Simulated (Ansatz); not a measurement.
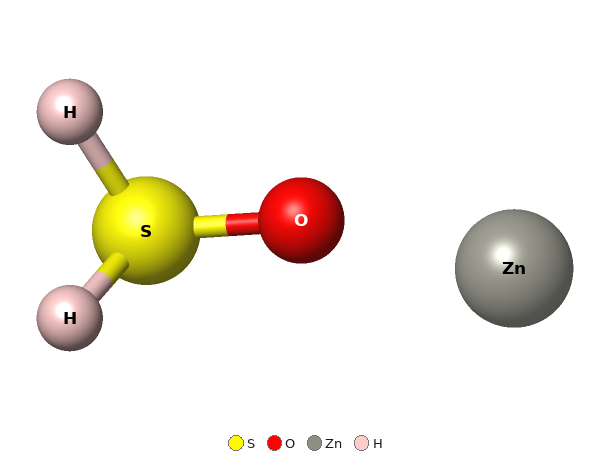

The computed structure is the end point of a PBE0-D4/def2-TZVP optimisation. No frequency run is at hand to confirm it as a minimum. Properties computed with RKS PBE0-D4/def2-TZVPP (Ansatz 0.2.0).

What does the calculation give?

The species is H2OSZn.
- HOMO energy (Kohn–Sham orbital): −5.78 eV
- LUMO energy (Kohn–Sham orbital): −0.48 eV
- HOMO–LUMO gap: 5.30 eV
